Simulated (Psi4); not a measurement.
# TD-B3PW91/def2-TZVPP (density fitting, core potential, save jk yes, triplets only) run of InF (SMILES [F][In])

Wanted: the vertical excitations of InF. 

The calculation is run with Psi4 1.11.

1 further run of the same task is left out (set aside as unsound or not needed).

### Step 1. The molecule

The species is InF (2 atoms), meant as a singlet with charge 0. SMILES: `[F][In]`. The shape comes from GFN2-xTB, which is rough for such elements, and wasn't checked as a minimum.

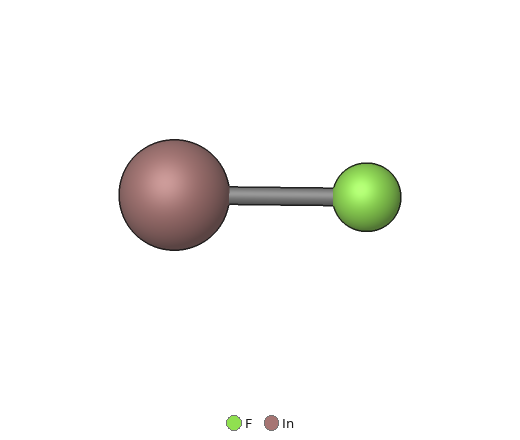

The structure, seen from a chosen angle (fluorine green, indium brown).

### Step 2. The excited states at TD-B3PW91/def2-TZVPP (density fitting, core potential, save jk yes, triplets only)

File fin.in:

```
memory 1600 mb

molecule molecule1 {
  F      0.000000     0.000000     0.000000
  In     0.000000     0.000000     2.025490
  no_reorient
  no_com
}

set {
  basis def2-TZVPP
  save_jk true
  dft_pruning_scheme none
  scf_initial_accelerator none
}

from psi4.driver.procrouting.response.scf_response import tdscf_excitations
energy_value, wavefunction = energy('b3pw91', return_wfn=True)
states = tdscf_excitations(wavefunction, states=8, tda=False, triplets='only')
```

On the command line:

```bash
$ psi4 -n 1 fin.in fin.out
```

fin.out:

```text
Psi4 1.11 release

   => Loading Basis Set <=

    Name: DEF2-TZVPP
    Role: ORBITAL
    Keyword: BASIS

    !!!  WARNING: ECP capability is in beta. Please check occupations closely.  !!!

         ---------------------------------------------------------
                                   SCF
                              RKS Reference
                        1 Threads,   1525 MiB Core
         ---------------------------------------------------------

  ==> Geometry <==

    Molecular point group: c2v
    Full point group: C_inf_v

    Geometry (in Angstrom), charge = 0, multiplicity = 1:

       Center              X                  Y                   Z               Mass
    ------------   -----------------  -----------------  -----------------  -----------------
         F            0.000000000000     0.000000000000     0.000000000000    18.998403162730
         IN           0.000000000000     0.000000000000     2.025490000000   114.903878776000

  Running in c2v symmetry.

  Rotational constants: A = ************  B =      0.03576  C =      0.03576 [cm^-1]
  Rotational constants: A = ************  B =   1072.06793  C =   1072.06793 [MHz]
  Nuclear repulsion =   49.377924757283424

  Charge       = 0
  Multiplicity = 1
  Electrons    = 30
  Nalpha       = 15
  Nbeta        = 15

  ==> Algorithm <==

  SCF Algorithm Type is DF.
  DIIS enabled.
  MOM disabled.
  Fractional occupation disabled.
  Guess Type is SAD.
  Energy threshold   = 1.00e-06
  Density threshold  = 1.00e-06
  Integral threshold = 1.00e-12

  ==> Primary Basis <==

  Basis Set: DEF2-TZVPP
    Blend: DEF2-TZVPP
    Number of shells: 27
    Number of basis functions: 81
    Number of Cartesian functions: 95
    Spherical Harmonics?: true
    Max angular momentum: 3

  Core potential: DEF2-TZVPP
    Number of shells: 4
    Number of ECP primitives: 18
    Number of ECP core electrons: 28
    Max angular momentum: 3

  ==> DFT Potential <==

   => LibXC <=

    Version 7.1.2

   => Composite Functional: B3PW91 <=

    B3PW91 Hyb-GGA Exchange-Correlation Functional

    Deriv               =              1
    GGA                 =           TRUE
    Meta                =          FALSE

    Exchange Hybrid     =           TRUE
    MP2 Hybrid          =          FALSE

   => Exchange Functionals <=

    0.0800   Slater exchange
    0.7200         Becke 88

   => Exact (HF) Exchange <=

    0.2000               HF

   => Correlation Functionals <=

   => LibXC Density Thresholds  <==

    XC_HYB_GGA_XC_B3PW91:  1.00E-15

   => Molecular Quadrature <=

    Radial Scheme          =       TREUTLER
    Pruning Scheme         =           NONE
    Nuclear Scheme         =       TREUTLER

    Blocking Scheme        =         OCTREE
    BS radius alpha        =              1
    Pruning alpha          =              1
    Radial Points          =             75
    Spherical Points       =            302
    Total Points           =          43523
    Total Blocks           =            413
    Max Points             =            254
    Max Functions          =             80
    Weights Tolerance      =       1.00E-15

   => Loading Basis Set <=

    Name: (DEF2-TZVPP AUX)
    Role: JKFIT
    Keyword: DF_BASIS_SCF

  ==> Integral Setup <==

  DFHelper Memory: AOs need 0.017 GiB; user supplied 1.032 GiB.
  SCF_SUBTYPE=INCORE selected. In-core MEM_DF algorithm will be used.
  Using in-core AOs.

  ==> MemDFJK: Density-Fitted J/K Matrices <==

    J tasked:                   Yes
    K tasked:                   Yes
    wK tasked:                   No
    Memory [MiB]:              1056
    Algorithm:                 Core
    Schwarz Cutoff:           1E-12
    Mask sparsity (%):       1.0059
    Fitting Condition:        1E-10

   => Auxiliary Basis Set <=

  Basis Set: (DEF2-TZVPP AUX)
    Blend: DEF2-UNIVERSAL-JKFIT
    Number of shells: 71
    Number of basis functions: 295
    Number of Cartesian functions: 402
    Spherical Harmonics?: true
    Max angular momentum: 5

  Cached 100.0% of DFT collocation blocks in 0.086 [GiB].

  Minimum eigenvalue in the overlap matrix is 2.8784177110E-03.
  Reciprocal condition number of the overlap matrix is 7.3859161334E-04.
    Using symmetric orthogonalization.

  ==> Pre-Iterations <==

  SCF Guess: Superposition of Atomic Densities via on-the-fly atomic UHF (no occupation information).

   -------------------------
    Irrep   Nso     Nmo
   -------------------------
     A1        35      35
     A2         8       8
     B1        19      19
     B2        19      19
   -------------------------
    Total      81      81
   -------------------------

  ==> Iterations <==

                           Total Energy        Delta E     RMS |[F,P]|

   @DF-RKS iter SAD:  -288.96894243155765   -2.88969e+02   0.00000e+00
   @DF-RKS iter   1:  -289.93999772334035   -9.71055e-01   1.71548e-02 DIIS
   @DF-RKS iter   2:  -287.55576169337655    2.38424e+00   5.70182e-02 DIIS
   @DF-RKS iter   3:  -290.10616659140476   -2.55040e+00   8.10885e-03 DIIS
   @DF-RKS iter   4:  -290.14552629965044   -3.93597e-02   3.18833e-03 DIIS
   @DF-RKS iter   5:  -290.15042883174959   -4.90253e-03   8.18335e-04 DIIS
   @DF-RKS iter   6:  -290.15091211421338   -4.83282e-04   2.28662e-04 DIIS
   @DF-RKS iter   7:  -290.15094554395574   -3.34297e-05   3.10717e-05 DIIS
   @DF-RKS iter   8:  -290.15094618137499   -6.37419e-07   2.45911e-06 DIIS
   @DF-RKS iter   9:  -290.15094618512751   -3.75252e-09   3.77803e-07 DIIS
  Energy and wave function converged.

  ==> Post-Iterations <==

   Electrons on quadrature grid:
      Ntotal   =   30.0000234040 ; deviation = 2.340e-05

    Orbital Energies [Eh]
    ---------------------

    Doubly Occupied:

       1A1   -24.566020     2A1    -4.670107     1B2    -3.075274
       1B1    -3.075274     3A1    -3.066034     4A1    -1.064461
       5A1    -0.765218     1A2    -0.765218     2B1    -0.757600
       2B2    -0.757600     6A1    -0.753023     7A1    -0.394784
       3B1    -0.331135     3B2    -0.331135     8A1    -0.273179

    Virtual:

       4B1    -0.064131     4B2    -0.064131     9A1    -0.001589
       5B2     0.084425     5B1     0.084425    10A1     0.111990
      11A1     0.161564     2A2     0.167918    12A1     0.167918
       6B2     0.200226     6B1     0.200226    13A1     0.232373
       7B2     0.519067     7B1     0.519067    14A1     0.522347
      15A1     0.614591     8B2     0.667284     8B1     0.667284
       9B1     0.692315     9B2     0.692315     3A2     0.697190
      16A1     0.697190    10B2     0.813076    10B1     0.813076
      17A1     0.900682     4A2     0.958492    18A1     0.958492
      11B2     0.959411    11B1     0.959411    19A1     0.975381
      20A1     1.150083     5A2     2.017348    21A1     2.017351
      12B2     2.128343    12B1     2.128343    22A1     2.141593
      13B1     2.151668    13B2     2.151668     6A2     2.199239
      23A1     2.199239    14B2     2.337417    14B1     2.337417
      24A1     2.467170    25A1     2.825860    15B2     3.295165
      15B1     3.295165    26A1     3.478394    27A1     3.956986
      28A1     6.946342     7A2     6.947024    16B1     6.951219
      16B2     6.951219    17B2     6.956491    17B1     6.956491
      29A1     6.968938     8A2     8.345498    30A1     8.345720
      18B2     8.457974    18B1     8.457974    31A1     8.693263
      32A1    37.593118    19B1    38.815191    19B2    38.815191
      33A1    39.001144    34A1    56.787229    35A1   125.482738

    Final Occupation by Irrep:
             A1    A2    B1    B2
    DOCC [     8,    1,    3,    3 ]
    NA   [     8,    1,    3,    3 ]
    NB   [     8,    1,    3,    3 ]

  @DF-RKS Final Energy:  -290.15094618512751

   => Energetics <=

    Nuclear Repulsion Energy =             49.3779247572834237
    One-Electron Energy =                -574.1729864802083512
    Two-Electron Energy =                 256.7537933578576599
    DFT Exchange-Correlation Energy =     -22.1096778200602024
    Empirical Dispersion Energy =           0.0000000000000000
    VV10 Nonlocal Energy =                  0.0000000000000000
    Total Energy =                       -290.1509461851275091

Computation Completed

Properties will be evaluated at   0.000000,   0.000000,   0.000000 [a0]

Properties computed using the SCF density matrix

 Multipole Moments:

 ------------------------------------------------------------------------------------
     Multipole            Electronic (a.u.)      Nuclear  (a.u.)        Total (a.u.)
 ------------------------------------------------------------------------------------

 L = 1.  Multiply by 2.5417464519 to convert [e a0] to [Debye]
 Dipole X            :          0.0000000            0.0000000            0.0000000
 Dipole Y            :          0.0000000            0.0000000            0.0000000
 Dipole Z            :        -79.0383167           80.3800488            1.3417321
 Magnitude           :                                                    1.3417321

 ------------------------------------------------------------------------------------

	total time  =          4 seconds =       0.07 minutes

******************************************************************************************
**********                               WARNING                                **********
**********       The names of excited state variables changed between 1.5       **********
**********     and 1.6. For a quick solution, remove the symmetry specifier     **********
**********   from the variable name. For full details, see 'Notes on Psivars'   **********
**********                        in the documentation.                         **********
******************************************************************************************

         ---------------------------------------------------------
                         TDSCF excitation energies
         ---------------------------------------------------------

  ==> Options <==

     Residual threshold  : 1.0000e-04
     Initial guess       : denominators
     Reference           : RHF
     Solver type         : RPA (Hamiltonian)

  ==> Requested Excitations <==

      2 triplet states with A1 symmetry
      2 triplet states with A2 symmetry
      2 triplet states with B1 symmetry
      2 triplet states with B2 symmetry

  ==> Seeking the lowest 2 triplet states with A1 symmetry

                        Generalized Hamiltonian Solver

  ==> Options <==

    Max number of iterations        = 60
    Eigenvector tolerance           = 1.0000e-04
    Max number of expansion vectors = 400

  => Iterations <=
                              Max[D[value]]     Max[|R|]   # vectors
  HamiltonianSolver iter   1:   2.16178e-01  7.90415e-02      8
  HamiltonianSolver iter   2:   3.89399e-03  2.31252e-02     12
  HamiltonianSolver iter   3:   6.85906e-05  5.82699e-03     16
  HamiltonianSolver iter   4:   3.22603e-06  1.26009e-03     20
  HamiltonianSolver iter   5:   1.41878e-07  1.50362e-04     24
  HamiltonianSolver iter   6:   1.77218e-09  9.76233e-05     26      Converged

  ==> Seeking the lowest 2 triplet states with A2 symmetry

                        Generalized Hamiltonian Solver

  ==> Options <==

    Max number of iterations        = 60
    Eigenvector tolerance           = 1.0000e-04
    Max number of expansion vectors = 400

  => Iterations <=
                              Max[D[value]]     Max[|R|]   # vectors
  HamiltonianSolver iter   1:   2.23754e-01  7.68847e-02      8
  HamiltonianSolver iter   2:   1.25648e-03  1.46219e-02     12
  HamiltonianSolver iter   3:   1.24316e-05  1.25436e-03     16
  HamiltonianSolver iter   4:   1.13424e-07  1.76957e-04     20
  HamiltonianSolver iter   5:   2.13009e-09  2.31898e-05     22      Converged

  ==> Seeking the lowest 2 triplet states with B1 symmetry

                        Generalized Hamiltonian Solver

  ==> Options <==

    Max number of iterations        = 60
    Eigenvector tolerance           = 1.0000e-04
    Max number of expansion vectors = 400

  => Iterations <=
                              Max[D[value]]     Max[|R|]   # vectors
  HamiltonianSolver iter   1:   2.71258e-01  8.66909e-02      8
  HamiltonianSolver iter   2:   3.07932e-03  2.80915e-02     12
  HamiltonianSolver iter   3:   8.15129e-05  8.16122e-03     16
  HamiltonianSolver iter   4:   5.52895e-06  1.70721e-03     20
  HamiltonianSolver iter   5:   2.06016e-07  3.04290e-04     24
  HamiltonianSolver iter   6:   6.96624e-09  5.99895e-05     26      Converged

  ==> Seeking the lowest 2 triplet states with B2 symmetry

                        Generalized Hamiltonian Solver

  ==> Options <==

    Max number of iterations        = 60
    Eigenvector tolerance           = 1.0000e-04
    Max number of expansion vectors = 400

  => Iterations <=
                              Max[D[value]]     Max[|R|]   # vectors
  HamiltonianSolver iter   1:   2.71258e-01  8.66909e-02      8
  HamiltonianSolver iter   2:   3.07932e-03  2.80915e-02     12
  HamiltonianSolver iter   3:   8.15129e-05  8.16122e-03     16
  HamiltonianSolver iter   4:   5.52895e-06  1.70721e-03     20
  HamiltonianSolver iter   5:   2.06016e-07  3.04290e-04     24
  HamiltonianSolver iter   6:   6.96625e-09  5.99895e-05     26      Converged

******************************************************************************************
**********                               WARNING                                **********
**********  Length-gauge rotatory strengths are **NOT** gauge-origin invariant  **********
******************************************************************************************

                                    Excitation Energy         Total Energy        Oscillator Strength             Rotatory Strength
     #   Sym: GS->ES (Trans)        au              eV              au          au (length)    au (velocity)    au (length)    au (velocity)
    ---- -------------------- --------------- --------------- --------------- --------------- --------------- --------------- ---------------
     1      A1->B1 (3 B1)      0.13340         3.63008        -290.01754       0.0000          0.0000          0.0000         -0.0000
     2      A1->B2 (3 B2)      0.13340         3.63008        -290.01754       0.0000          0.0000          0.0000         -0.0000
     3      A1->A1 (3 A1)      0.20523         5.58455        -289.94572       0.0000          0.0000          0.0000         -0.0000
     4      A1->A1 (3 A1)      0.21221         5.77459        -289.93873       0.0000          0.0000          0.0000         -0.0000
     5      A1->A2 (3 A2)      0.21706         5.90652        -289.93389       0.0000          0.0000          0.0000         -0.0000
     6      A1->A2 (3 A2)      0.22352         6.08217        -289.92743       0.0000          0.0000          0.0000         -0.0000
     7      A1->B2 (3 B2)      0.26809         7.29515        -289.88285       0.0000          0.0000          0.0000         -0.0000
     8      A1->B1 (3 B1)      0.26809         7.29515        -289.88285       0.0000          0.0000          0.0000         -0.0000

Contributing excitations and de-excitations
Only contributions with abs(coeff) > 1.00e-01 will be printed:

Excited State    1 (3 B1):   0.13340 au   341.55 nm f = 0.0000
  Sums of squares: Xssq =  1.014534e+00; Yssq =  1.453430e-02; Xssq - Yssq =  1.000000e+00
      7a1  ->   4b1     0.129295 ( 1.672%)
      8a1  ->   4b1     0.991391 (98.286%)
      8a1  ->   5b1     0.105865 ( 1.121%)
      8a1  <-   4b1     0.100950 ( 1.019%)

Excited State    2 (3 B2):   0.13340 au   341.55 nm f = 0.0000
  Sums of squares: Xssq =  1.014534e+00; Yssq =  1.453430e-02; Xssq - Yssq =  1.000000e+00
      7a1  ->   4b2     0.129295 ( 1.672%)
      8a1  ->   4b2     0.991391 (98.286%)
      8a1  ->   5b2     0.105865 ( 1.121%)
      8a1  <-   4b2     0.100950 ( 1.019%)

Excited State    3 (3 A1):   0.20523 au   222.01 nm f = 0.0000
  Sums of squares: Xssq =  1.005119e+00; Yssq =  5.118882e-03; Xssq - Yssq =  1.000000e+00
      8a1  ->   9a1     0.982793 (96.588%)
      8a1  ->  10a1     0.173551 ( 3.012%)

Excited State    4 (3 A1):   0.21221 au   214.71 nm f = 0.0000
  Sums of squares: Xssq =  1.002328e+00; Yssq =  2.328283e-03; Xssq - Yssq =  1.000000e+00
      3b1  ->   4b1     0.702530 (49.355%)
      3b2  ->   4b2     0.702530 (49.355%)

Excited State    5 (3 A2):   0.21706 au   209.91 nm f = 0.0000
  Sums of squares: Xssq =  1.001053e+00; Yssq =  1.053134e-03; Xssq - Yssq =  1.000000e+00
      3b1  ->   4b2    -0.704419 (49.621%)
      3b2  ->   4b1    -0.704419 (49.621%)

Excited State    6 (3 A2):   0.22352 au   203.85 nm f = 0.0000
  Sums of squares: Xssq =  1.000127e+00; Yssq =  1.269968e-04; Xssq - Yssq =  1.000000e+00
      3b1  ->   4b2    -0.705772 (49.811%)
      3b2  ->   4b1     0.705772 (49.811%)

Excited State    7 (3 B2):   0.26809 au   169.95 nm f = 0.0000
  Sums of squares: Xssq =  1.002553e+00; Yssq =  2.553422e-03; Xssq - Yssq =  1.000000e+00
      7a1  ->   4b2    -0.847114 (71.760%)
      8a1  ->   4b2     0.117546 ( 1.382%)
      8a1  ->   5b2    -0.100579 ( 1.012%)
      3b2  ->   9a1     0.488878 (23.900%)

Excited State    8 (3 B1):   0.26809 au   169.95 nm f = 0.0000
  Sums of squares: Xssq =  1.002553e+00; Yssq =  2.553422e-03; Xssq - Yssq =  1.000000e+00
      7a1  ->   4b1    -0.847114 (71.760%)
      8a1  ->   4b1     0.117546 ( 1.382%)
      8a1  ->   5b1    -0.100579 ( 1.012%)
      3b1  ->   9a1     0.488878 (23.900%)

******************************************************************************************
**********                               WARNING                                **********
**********       The names of excited state variables changed between 1.5       **********
**********     and 1.6. For a quick solution, remove the symmetry specifier     **********
**********   from the variable name. For full details, see 'Notes on Psivars'   **********
**********                        in the documentation.                         **********
******************************************************************************************

    Psi4 run time: 0:00:27.42
```

It took 29 s on 1 thread of Intel Xeon Platinum 8259CL at 2.50GHz (Skylake/Cascade Lake), shared host; peak memory 0.28 GiB.

The roots found:

```
excited state  energy (eV)  strength  label
            1        3.630    0.0000   B1 3
            2        3.630    0.0000   B2 3
            3        5.585    0.0000   A1 3
            4        5.775    0.0000   A1 3
            5        5.907    0.0000   A2 3
            6        6.082    0.0000   A2 3
            7        7.295    0.0000   B2 3
            8        7.295    0.0000   B1 3
```

### Step 3. What came out

At TD-B3PW91/def2-TZVPP (density fitting, core potential, save jk yes, triplets only):

| quantity | value |
| --- | --- |
| ground-state or mean-field energy | -290.15095 Eh |
| dipole moment (B3PW91 Kohn–Sham density) | 3.41 D |
| HOMO energy (B3PW91 Kohn–Sham orbitals) | -7.43 eV |
| LUMO energy (B3PW91 Kohn–Sham orbitals) | -1.75 eV |
| HOMO–LUMO gap (B3PW91 Kohn–Sham orbitals) | 5.69 eV |
| lowest excitation energy | 3.63 eV |
